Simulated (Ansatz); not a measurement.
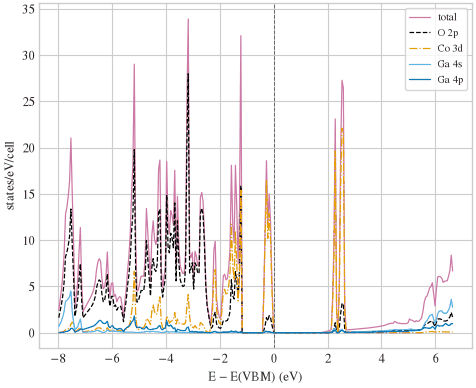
Figure. Total and projected density of states of Ga2CoO4 (spinel, space group No. 227), r²SCAN in the plane-wave PAW code Ansatz

Problem. Which orbitals carry the states next to the gap?

Solution. Top 1 eV of the valence band: Co 3d 87 %, O 2p 11 %. Bottom 1 eV of the conduction band: Co 3d 81 %, O 2p 9 %. Projections are on Löwdin-orthogonalised atomic valence shells; empty p or d shells of many metals are not among them.

Problem. Where is the tallest occupied peak in this window, and what makes it?

Solution. Near -3.2 eV, about 34 states/eV per cell; the largest projected share is O 2p.

Space group Fd-3m (spinel). The workflow started from a Materials Project entry (that database holds measured and hypothetical structures alike); the Crystallography Open Database copy checked does not list it. Its standing as an ambient phase is unchecked. The cell was relaxed with r²SCAN under the symmetry of its start, as lowered by the spin order; its stability against distortions is not shown here. Spin order of the final state: antiferromagnetic, chosen from 2 collinear starts compared on coarse meshes (ties went to the first, and starts can fall back to one state), not a proven ground state. Other orbital occupations within this spin state were not tried. No Hubbard U is applied. Scalar-relativistic: spin–orbit coupling is off unless named, which matters more the heavier the elements.

Potentials: the later of the program's two PAW sets.
